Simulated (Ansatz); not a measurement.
# ClGaH2OSi + H2: a complex and its separated parts, part 2 of 2

Ansatz 0.2.0, Gaussian basis. Earlier steps stand in the parts before.

### 14 wB97X-V/def2-TZVPP

The inputs:

parta/in.yaml

```yaml
crystal:
  periodic: [false, false, false]
  atoms:
    - {symbol: Ga, position_ang: [-1.334932, 0.737648, -1.450715]}
    - {symbol: Si, position_ang: [0.602446, 0.128453, -0.385788]}
    - {symbol: O, position_ang: [-0.872947, -0.054467, 0.262851]}
    - {symbol: Cl, position_ang: [-3.414060, 1.028394, -1.774511]}
    - {symbol: H, position_ang: [1.375643, -1.067394, -0.809331]}
    - {symbol: H, position_ang: [1.532373, 1.144606, 0.170949]}
basis:
  gaussian: {orbitals: def2-TZVPP}
hamiltonian: {xc: {name: wB97X-V}}
```

partb/in.yaml

```yaml
crystal:
  periodic: [false, false, false]
  atoms:
    - {symbol: H, position_ang: [0.683380, -0.937269, 2.003062]}
    - {symbol: H, position_ang: [1.428098, -0.979970, 1.983482]}
basis:
  gaussian: {orbitals: def2-TZVPP}
hamiltonian: {xc: {name: wB97X-V}}
```

The same command starts each run, in its folder.

The run is started by

```bash
$ ansatz run in.yaml --threads 4 --pin off --events-out ev --progress --plain --max-ram 9574MiB
```

Output in parta, shortened:

```text
Functional definition: wB97X-V
  name "wB97X-V"
  cite "Mardirossian & Head-Gordon, Phys. Chem. Chem. Phys. 16, 9904 (2014) doi:10.1039/C3CP54374A"
  cite "Becke, J. Chem. Phys. 107, 8554 (1997) doi:10.1063/1.475007"
  cite "Vydrov & Van Voorhis, J. Chem. Phys. 133, 244103 (2010) doi:10.1063/1.3521275"
[...]
      + integral(e_c_pw_opposite_spin*poly(b97_u_opposite, cos0, cos1)) + vv10(b, c)
1273 factors; their error is unknown
241 factors; integrals over basis functions are off by at most 2.3e-5 eV
[...]
mean field -74852.58701552 eV, -2750.7818359146 hartree, gradient 4.5e-5 eV, S^2 0.000000; 0 other end points of the search recorded, 0 dependent functions left out
reference -74852.58701358 eV, -2750.7818358434 hartree; 36, 36 occupied and 155, 155 virtual orbitals, 1273 factors
Total energy: -74852.58701358 eV, -2750.7818358434 hartree
```

Output in partb, shortened:

```text
[... 5 set-up lines as earlier in the session ...]
[...]
      + integral(e_c_pw_opposite_spin*poly(b97_u_opposite, cos0, cos1)) + vv10(b, c)
118 factors; their error is unknown
42 factors; integrals over basis functions are off by at most 3.0e-5 eV
[...]
mean field -31.90859753 eV, -1.1726193309 hartree, gradient 8.8e-5 eV, S^2 0.000000; 0 other end points of the search recorded, 0 dependent functions left out
reference -31.90859653 eV, -1.1726192941 hartree; 1, 1 occupied and 27, 27 virtual orbitals, 118 factors
Total energy: -31.90859653 eV, -1.1726192941 hartree
```

They took 2.4 s (parta), 0.1 s (partb) on 4 threads of Intel Xeon 6975P-C, shared host.

### 15 wB97M-V/def2-TZVPP

Each input of step 14 (parta, partb) changes in the same lines:

```diff
-hamiltonian: {xc: {name: wB97X-V}}
+hamiltonian: {xc: {name: wB97M-V}}
```

Each run has its own folder and the same command.

The run is started by

```bash
$ ansatz run in.yaml --threads 4 --pin off --events-out ev --progress --plain --max-ram 9574MiB
```

parta printed, shortened:

```text
Functional definition: wB97M-V
  name "wB97M-V"
  cite "Mardirossian & Head-Gordon, J. Chem. Phys. 144, 214110 (2016) doi:10.1063/1.4952647"
[... 2 set-up lines as earlier in the session ...]
  # Of w^i u^j: cxij and so on, Table III.
[...]
  gx(w, u) = 1 - cx + cx01*u + cx10*w
[...]
      + integral(e_c_pw_mod_opposite_spin*gos(b97_w_opposite, b97_u_opposite)) + vv10(b, c)
1273 factors; their error is unknown
241 factors; integrals over basis functions are off by at most 2.3e-5 eV
[...]
mean field -74856.77892961 eV, -2750.9358859162 hartree, gradient 4.6e-5 eV, S^2 0.000000; 0 other end points of the search recorded, 0 dependent functions left out
reference -74856.77897674 eV, -2750.9358876479 hartree; 36, 36 occupied and 155, 155 virtual orbitals, 1273 factors
Total energy: -74856.77897674 eV, -2750.9358876479 hartree
```

Output in partb, shortened:

```text
[... 5 set-up lines as earlier in the session ...]
  # Of w^i u^j: cxij and so on, Table III.
[...]
  gx(w, u) = 1 - cx + cx01*u + cx10*w
[...]
      + integral(e_c_pw_mod_opposite_spin*gos(b97_w_opposite, b97_u_opposite)) + vv10(b, c)
118 factors; their error is unknown
42 factors; integrals over basis functions are off by at most 3.0e-5 eV
[...]
mean field -31.60110894 eV, -1.1613193336 hartree, gradient 7.3e-6 eV, S^2 0.000000; 0 other end points of the search recorded, 0 dependent functions left out
reference -31.60113320 eV, -1.1613202250 hartree; 1, 1 occupied and 27, 27 virtual orbitals, 118 factors
Total energy: -31.60113320 eV, -1.1613202250 hartree
```

Wall times: 2.6 s (parta), 0.1 s (partb) on 4 threads of Intel Xeon 6975P-C, shared host; peak memory 0.58 GiB.

### 16 B2PLYP/def2-TZVPP

Each input of step 15 (parta, partb) changes in the same lines:

```diff
-hamiltonian: {xc: {name: wB97M-V}}
+hamiltonian: {xc: {name: B2PLYP}}
```

Each run has its own folder and the same command.

The run is started by

```bash
$ ansatz run in.yaml --threads 4 --pin off --events-out ev --progress --plain --max-ram 9574MiB
```

parta printed, shortened:

```text
Functional definition: B2PLYP
  name "B2PLYP"
  cite "Grimme, J. Chem. Phys. 124, 034108 (2006) doi:10.1063/1.2148954"
[... 2 set-up lines as earlier in the session ...]
[...]
1166 factors; integrals over basis functions are off by at most 1.0e-3 eV
[...]
mean field -74836.49694042 eV, -2750.1905365610 hartree, gradient 2.6e-6 eV, S^2 0.000000; 0 other end points of the search recorded, 0 dependent functions left out
20 core orbitals not correlated: weight in the atoms' cores, before any rotation towards them, 1.000 or more for the frozen orbitals, at most 0.000 for the correlated occupied ones
reference -74836.49710464 eV, -2750.1905425960 hartree; 16, 16 occupied and 155, 155 virtual orbitals, 1166 factors
second order -25.57204765 eV of doubles, -0.00000000 eV of singles
Total energy: -74843.40155751 eV, -2750.4442765588 hartree
```

Output in partb, shortened:

```text
[... 5 set-up lines as earlier in the session ...]
[...]
145 factors; integrals over basis functions are off by at most 7.4e-4 eV
[...]
mean field -31.55848348 eV, -1.1597528768 hartree, gradient 1.1e-6 eV, S^2 0.000000; 0 other end points of the search recorded, 0 dependent functions left out
reference -31.55857290 eV, -1.1597561628 hartree; 1, 1 occupied and 27, 27 virtual orbitals, 145 factors
second order -1.02367175 eV of doubles, -0.00000000 eV of singles
Total energy: -31.83496427 eV, -1.1699133584 hartree
```

They took 1.9 s (parta), 0.1 s (partb) on 4 threads of Intel Xeon 6975P-C, shared host.

### 17 PBE-QIDH/def2-TZVPP

Each input of step 16 (parta, partb) changes in the same lines:

```diff
-hamiltonian: {xc: {name: B2PLYP}}
+hamiltonian: {xc: {name: PBE-QIDH}}
```

Each run has its own folder and the same command.

The run is started by

```bash
$ ansatz run in.yaml --threads 4 --pin off --events-out ev --progress --plain --max-ram 9574MiB
```

Output in parta, shortened:

```text
Functional definition: PBE-QIDH
  name "PBE-QIDH"
  cite "Brémond, Sancho-García, Pérez-Jiménez & Adamo, J. Chem. Phys. 141, 031101 (2014) doi:10.1063/1.4890314"
[... 1 set-up line as earlier in the session ...]
[...]
1166 factors; integrals over basis functions are off by at most 1.0e-3 eV
[...]
mean field -74822.89570784 eV, -2749.6907004827 hartree, gradient 2.4e-6 eV, S^2 0.000000; 0 other end points of the search recorded, 0 dependent functions left out
20 core orbitals not correlated: weight in the atoms' cores, before any rotation towards them, 1.000 or more for the frozen orbitals, at most 0.000 for the correlated occupied ones
reference -74822.89572033 eV, -2749.6907009418 hartree; 16, 16 occupied and 155, 155 virtual orbitals, 1166 factors
second order -23.53397978 eV of doubles, -0.00000000 eV of singles
Total energy: -74830.74038025 eV, -2749.9789868768 hartree
```

Output in partb, shortened:

```text
[... 4 set-up lines as earlier in the session ...]
[...]
145 factors; integrals over basis functions are off by at most 7.4e-4 eV
[...]
mean field -31.52724252 eV, -1.1586047926 hartree, gradient 1.4e-6 eV, S^2 0.000000; 0 other end points of the search recorded, 0 dependent functions left out
reference -31.52724894 eV, -1.1586050285 hartree; 1, 1 occupied and 27, 27 virtual orbitals, 145 factors
second order -0.95921112 eV of doubles, -0.00000000 eV of singles
Total energy: -31.84698598 eV, -1.1703551481 hartree
```

They took 1.9 s (parta), 0.1 s (partb) on 4 threads of Intel Xeon 6975P-C, shared host.

### 18 RPA on PBE/def2-TZVPP

Each input of step 17 (parta, partb) changes in the same lines:

```diff
-hamiltonian: {xc: {name: PBE-QIDH}}
+hamiltonian: {xc: pbe}
+correlation: {method: rpa}
```

Each run has its own folder and the same command.

The run is started by

```bash
$ ansatz run in.yaml --threads 4 --pin off --events-out ev --progress --plain --max-ram 9574MiB
```

Log of parta, shortened:

```text
[... 4 set-up lines as earlier in the session ...]
[...]
1166 factors; integrals over basis functions are off by at most 1.0e-3 eV
[...]
mean field -74842.15455252 eV, -2750.3984499708 hartree, gradient 5.6e-6 eV, S^2 0.000000; 0 other end points of the search recorded, 0 dependent functions left out
20 core orbitals not correlated: weight in the atoms' cores, before any rotation towards them, 1.000 or more for the frozen orbitals, at most 0.000 for the correlated occupied ones
reference -74770.37331536 eV, -2747.7605381602 hartree; 16, 16 occupied and 155, 155 virtual orbitals, 1166 factors
Total energy: -74803.40255097 eV, -2748.9743401807 hartree
```

Output in partb, shortened:

```text
[... 4 set-up lines as earlier in the session ...]
[...]
145 factors; integrals over basis functions are off by at most 7.4e-4 eV
[...]
mean field -31.73222174 eV, -1.1661376402 hartree, gradient 1.4e-6 eV, S^2 0.000000; 0 other end points of the search recorded, 0 dependent functions left out
reference -30.80638707 eV, -1.1321138433 hartree; 1, 1 occupied and 27, 27 virtual orbitals, 145 factors
Total energy: -32.86230279 eV, -1.2076673526 hartree
```

Wall times: 1.6 s (parta), 0.1 s (partb) on 4 threads of Intel Xeon 6975P-C, shared host.

### 19 CCSD(T)/def2-TZVPP

The same edit goes into each in.yaml of step 18 (parta, partb):

```diff
-hamiltonian: {xc: pbe}
-correlation: {method: rpa}
+correlation: {method: ccsd_t}
```

The same command starts each run, in its folder.

The run is started by

```bash
$ ansatz run in.yaml --threads 4 --pin off --events-out ev --progress --plain --max-ram 9574MiB
```

Output in parta, shortened:

```text
Functional definition: HF
  name "HF"
  cite "Fock, Z. Phys. 61, 126 (1930) doi:10.1007/BF01340294"
[... 1 set-up line as earlier in the session ...]
[...]
1166 factors; integrals over basis functions are off by at most 1.0e-3 eV
[...]
mean field -74772.43221407 eV, -2747.8362012923 hartree, gradient 2.1e-6 eV, S^2 0.000000; 0 other end points of the search recorded, 0 dependent functions left out
20 core orbitals not correlated: weight in the atoms' cores, before any rotation towards them, 1.000 or more for the frozen orbitals, at most 0.000 for the correlated occupied ones
reference -74772.43221407 eV, -2747.8362012923 hartree; 16, 16 occupied and 155, 155 virtual orbitals, 1166 factors
second order -20.67929092 eV of doubles, -0.00000000 eV of singles
cycle   1  -20.46242975 eV  change    2.2e-1 eV  update   1.3e-1
[...]
cycle  11  -21.25482725 eV  change    2.6e-5 eV  update   2.2e-5
perturbative correction -0.96240599 eV, -0.0353677677 hartree
Total energy: -74794.64944732 eV, -2748.6526695546 hartree
```

Log of partb, shortened:

```text
[... 4 set-up lines as earlier in the session ...]
[...]
145 factors; integrals over basis functions are off by at most 7.4e-4 eV
[...]
mean field -30.82769202 eV, -1.1328967862 hartree, gradient 4.3e-7 eV, S^2 0.000000; 0 other end points of the search recorded, 0 dependent functions left out
reference -30.82769202 eV, -1.1328967862 hartree; 1, 1 occupied and 27, 27 virtual orbitals, 145 factors
second order -0.86257791 eV of doubles, -0.00000000 eV of singles
cycle   1  -1.00723567 eV  change   -1.4e-1 eV  update   2.6e-2
[...]
cycle   7  -1.07308817 eV  change    6.7e-7 eV  update   4.2e-7
perturbative correction 0.00000000 eV, 0.0000000000 hartree
Total energy: -31.90078019 eV, -1.1723320490 hartree
```

Wall times: 12 s (parta), 0.1 s (partb) on 4 threads of Intel Xeon 6975P-C, shared host; peak memory 2 GiB.

### 20 Vibrations of ClGaH2OSi

The input, vib-parta/in.yaml:

```yaml
crystal:
  periodic: [false, false, false]
  atoms:
    - {symbol: Ga, position_ang: [-1.334932, 0.737648, -1.450715]}
    - {symbol: Si, position_ang: [0.602446, 0.128453, -0.385788]}
    - {symbol: O, position_ang: [-0.872947, -0.054467, 0.262851]}
    - {symbol: Cl, position_ang: [-3.414060, 1.028394, -1.774511]}
    - {symbol: H, position_ang: [1.375643, -1.067394, -0.809331]}
    - {symbol: H, position_ang: [1.532373, 1.144606, 0.170949]}
basis:
  gaussian: {orbitals: def2-TZVP}
hamiltonian: {xc: pbe0, dispersion: d4}
phonons: {temperatures: {t_min: 298.15, t_max: 900, t_step: 200}}
```

The run is started by

```bash
$ ansatz run in.yaml --threads 4 --pin off --events-out ev --progress --plain --max-ram 9574MiB
```

What it wrote, shortened:

```text
[... 5 set-up lines as earlier in the session ...]
[...]
1188 factors; their error is unknown
[...]
mean field -74844.79398148 eV, -2750.4954471961 hartree, gradient 2.4e-5 eV, S^2 0.000000; 0 other end points of the search recorded, 0 dependent functions left out
[...]
Atom 3 at    -3.414060     1.028394    -1.774511 Å, force     0.001708    -0.000038    -0.000156 eV/Å
Atom 4 at     1.375643    -1.067394    -0.809331 Å, force     0.001700    -0.001308    -0.000622 eV/Å
Atom 5 at     1.532373     1.144606     0.170949 Å, force     0.001809     0.001071     0.000423 eV/Å
Dipole moment:     0.515845     0.048446    -0.191766 e Å
Vibrations: 94.84 103.14 306.94 376.00 409.13 475.73 648.43 779.18 924.39 998.97 2216.17 2228.64 cm⁻¹, zero-point energy 0.592742 eV
```

Run time: 34 s. Hardware: 4 threads of Intel Xeon 6975P-C, shared host.

The modes, with what each moves most:

| mode | wavenumber (cm⁻¹) | character |
| --- | --- | --- |
| 1 | 95 | out-of-plane bend |
| 2 | 103 | bend |
| 3 | 307 | Ga–Si and Ga–Cl stretch |
| 4 | 376 | bend with Ga–O stretch |
| 5 | 409 | bend |
| 6 | 476 | Ga–Cl stretch |
| 7 | 648 | bend |
| 8 | 779 | bend |
| 9 | 924 | Si–O stretch with bend |
| 10 | 999 | bend |
| 11 | 2216 | Si–H stretch |
| 12 | 2229 | Si–H stretch |

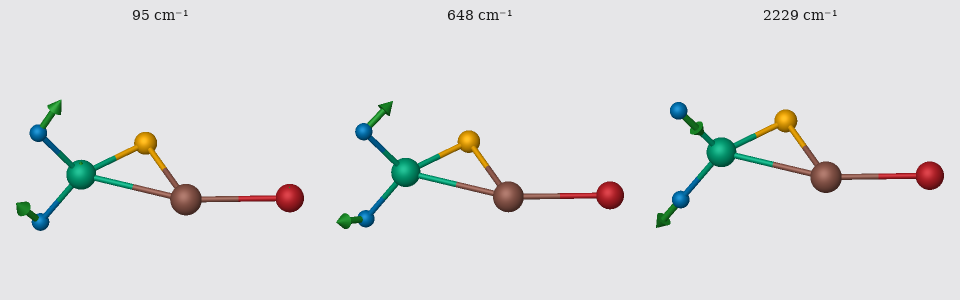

How the atoms move in 3 of the modes.

Vibrational sums (real modes only):

| T (K) | entropy (J/mol/K) | heat capacity (J/mol/K) |
| --- | --- | --- |
| 298 | 49.6 | 51.5 |
| 498 | 80.5 | 68.4 |
| 698 | 105.2 | 77.7 |
| 898 | 125.6 | 83.7 |

### 21 Vibrations of H2

The input, vib-partb/in.yaml:

```yaml
crystal:
  periodic: [false, false, false]
  atoms:
    - {symbol: H, position_ang: [0.683380, -0.937269, 2.003062]}
    - {symbol: H, position_ang: [1.428098, -0.979970, 1.983482]}
basis:
  gaussian: {orbitals: def2-TZVP}
hamiltonian: {xc: pbe0, dispersion: d4}
phonons: {temperatures: {t_min: 298.15, t_max: 900, t_step: 200}}
```

The run is started by

```bash
$ ansatz run in.yaml --threads 4 --pin off --events-out ev --progress --plain --max-ram 9574MiB
```

What it wrote, shortened:

```text
[... 5 set-up lines as earlier in the session ...]
[...]
88 factors; their error is unknown
[...]
mean field -31.78865261 eV, -1.1682114364 hartree, gradient 1.8e-5 eV, S^2 0.000000; 0 other end points of the search recorded, 0 dependent functions left out
[...]
reference -31.78854807 eV, -1.1682075947 hartree; 1, 1 occupied and 11, 11 virtual orbitals, 88 factors
Total energy: -31.79027504 eV, -1.1682710596 hartree
Atom 0 at     0.683380    -0.937269     2.003062 Å, force     0.002934    -0.000168    -0.000077 eV/Å
Atom 1 at     1.428098    -0.979970     1.983482 Å, force    -0.002934     0.000168     0.000077 eV/Å
Dipole moment:    -0.000000     0.000000     0.000000 e Å
Vibrations: 4413.93 cm⁻¹, zero-point energy 0.273629 eV
```

It took 0.15 s on 4 threads of Intel Xeon 6975P-C, shared host.

The modes, with what each moves most:

| mode | wavenumber (cm⁻¹) | character |
| --- | --- | --- |
| 1 | 4414 | H–H stretch |

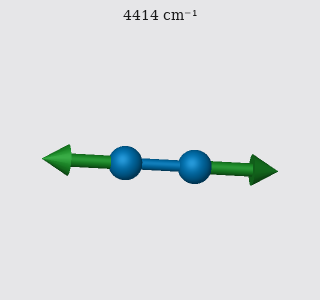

Displacements of 1 modes, as arrows.

Vibrational sums (real modes only):

| T (K) | entropy (J/mol/K) | heat capacity (J/mol/K) |
| --- | --- | --- |
| 298 | 0.0 | 0.0 |
| 498 | 0.0 | 0.0 |
| 698 | 0.0 | 0.1 |
| 898 | 0.1 | 0.4 |

### 22 Complex less separated parts

The complex's own energies come from single points at the same levels.

Rows are in def2-TZVPP; times add the 3 runs of a level on a shared host, so small differences are noise.

Differences are taken before rounding.

| method | rung | complex less parts (eV) | from CCSD(T) (eV) | time |
| --- | --- | --- | --- | --- |
| SPW92 | LDA | -0.191 | -0.141 | 1.2 s |
| PBE-D4 | GGA | -0.093 | -0.043 | 1.8 s |
| BLYP-D4 | GGA | -0.061 | -0.011 | 1.8 s |
| r2SCAN-D4 | meta-GGA | -0.068 | -0.017 | 3.2 s |
| B97M-V | meta-GGA | -0.064 | -0.014 | 6.2 s |
| PBE0-D4 | hybrid | -0.082 | -0.032 | 2.8 s |
| B3LYP-D4 | hybrid | -0.064 | -0.014 | 2.5 s |
| r2SCAN0-D4 | hybrid | -0.072 | -0.022 | 3.9 s |
| BHLYP-D4 | hybrid | -0.065 | -0.014 | 2.4 s |
| CAM-B3LYP-D4 | range-separated hybrid | -0.070 | -0.020 | 3 s |
| wB97X-V | range-separated hybrid | -0.064 | -0.013 | 5.5 s |
| wB97M-V | range-separated hybrid | -0.075 | -0.025 | 6.1 s |
| B2PLYP | double hybrid | -0.034 | +0.017 | 4.4 s |
| PBE-QIDH | double hybrid | -0.056 | -0.006 | 4.5 s |
| RPA on PBE | RPA | -0.017 | +0.033 | 4 s |
| Hartree-Fock | wavefunction | 0.037 | +0.088 |  |
| MP2 | wavefunction | -0.052 | -0.001 |  |
| CCSD | wavefunction | -0.040 | +0.011 |  |
| CCSD(T) | wavefunction | -0.050 | 0 | 35 s |

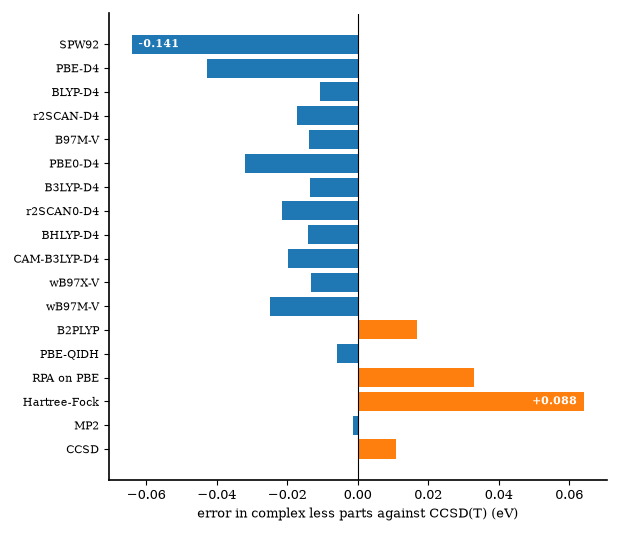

How far each level lands from CCSD(T). Bars with a number in them are cut short.

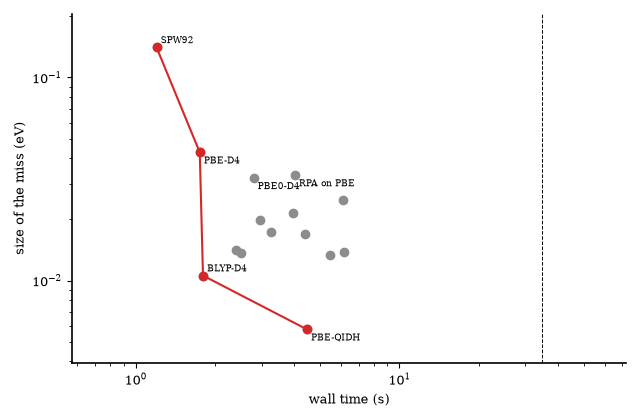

Miss against cost. Red marks the levels that no quicker level drawn beats (of those quicker than the yardstick), and the dashed line is the time of CCSD(T). Only those levels and the largest misses are named. Times are from a shared host.

PBE-QIDH reaches 0.006 eV from the reference in 4.5 s, where CCSD(T) took 35 s; the quickest level in the cost chart, SPW92, takes 1.2 s and misses by 0.141 eV.

The complex's zero-point energy, from a separate PBE0-D4 run, is 0.945 eV.

### 23 Outcome

This closing draws on all 2 parts.

| quantity | value |
| --- | --- |
| complex less parts, CCSD(T)/def2-TZVPP | -0.050 eV |
| with zero-point energy | +0.028 eV |
| largest T1 diagnostic | 0.016 |

What this shows: At CCSD(T) the complex lies 0.050 eV below its parts. PBE-QIDH is the best functional here (-0.006 eV from CCSD(T)); SPW92 is the worst (-0.141 eV). Mean unsigned error by rung: LDA 0.141, GGA 0.027, meta-GGA 0.016, hybrid 0.020, range-separated hybrid 0.019, double hybrid 0.011 eV. PBE-D4 gives a relative energy 0.043 eV too low, an error of 85 % of the reference. No counterpoise was applied, and triple zeta lacks some correlation, so the CCSD(T) reference has a basis error of its own, and close matches with it are partly luck.
